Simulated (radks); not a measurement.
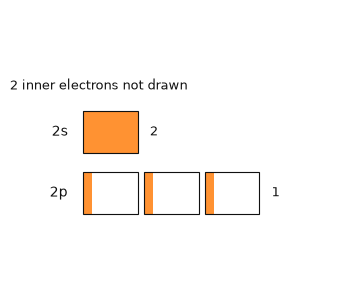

The outer shells as the input fills them: a box for each of the 2l + 1 orbitals, shaded by the share of the shell that is filled, with the electron count at the right.

# C⁺: atomic calculation

- system: the C⁺ ion in the configuration [He] 2s2 2p1 (high spin).
- method: scalar-relativistic Kohn-Sham, Slater X-alpha with alpha = 0.727, spin-polarised, spherical densities, finite nucleus (the in-house radial solver radks)

Summary:

- outcome: converged
- total energy: −37.104034 hartree
- kinetic energy: 37.134662 hartree
- electron–nucleus energy: −84.742570 hartree
- Hartree energy: 14.999392 hartree
- exchange–correlation energy: −4.495518 hartree
- radius at density 0.001 e/bohr³: 3.17 bohr
- SCF iterations: 13
- hardware: 1 CPU thread, shared host

Input:
```
Z 6
configuration [He] 2s2 2p1
relativity scalar-relativistic
functional xalpha 0.727
spin polarised
nucleus finite rms 2.4702 fm
c 137.035999084
```

Energies in input and log are in hartree, lengths in bohr (the nuclear radius in fm).

Log:
```
1s      1   1.0000         -10.57901600
2s      1   1.0000          -0.95999619
2p      1   1.0000          -0.64620175
1s      2   1.0000         -10.54913157
2s      2   1.0000          -0.86880160
2p      2   0.0000          -0.55538281
Etot -37.10403355400411
Ekin 37.13466220137602
Encl -84.74257025792262
Eh 14.999392424850441
Exc -4.495517922307949
err 2.0211724955877902e-10
it 13
```

Slater integrals of the outer shells (hartree):

```csv
integral,value
"F0(2p,2p)",0.6249
"F2(2p,2p)",0.2872
"F0(2p,2s)",0.6226
"G1(2p,2s)",0.3828
"F0(2p,1s)",0.8844
"G1(2p,1s)",0.0955
"F0(2s,2s)",0.6247
"F0(2s,1s)",0.8820
```

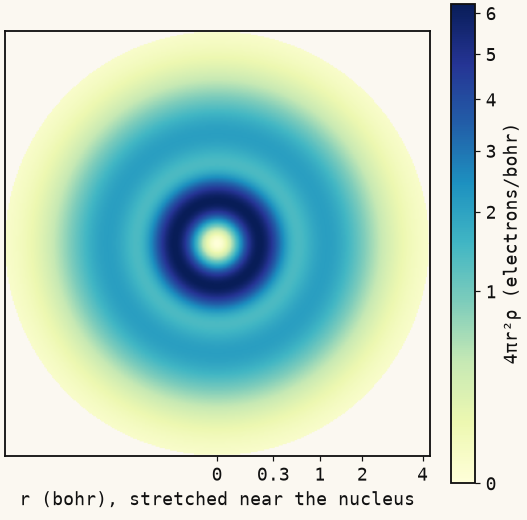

The radial density 4πr²ρ as a disc about the nucleus, with the radius drawn as r to the power 0.5. There are 2 maxima, at r = 0.172 and 1.15 bohr, parted by a minimum at 0.629 bohr, inside which lie 2.1 electrons.

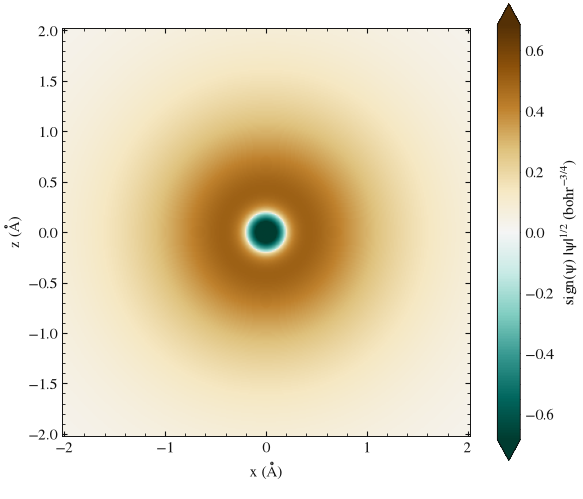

One occupied orbital of up spin is shown. In the xz plane through the nucleus, the colour gives the signed square root of ψ. (1 bohr = 0.529 Å.) The radial function comes from the spherical calculation and is multiplied by a real spherical harmonic; the overall sign is chosen so that the largest lobe of P(r) is positive; at the scalar-relativistic level it is the large component. It is 2s of up spin. It has no angular node and 1 radial node, at r = 0.376 bohr. The outermost maximum of P² lies at 1.17 bohr, ⟨r⟩ = 1.45 bohr, 90 % of the charge lies within 2.28 bohr, and the eigenvalue is −26.1 eV, with 1 electron in the shell for this spin.
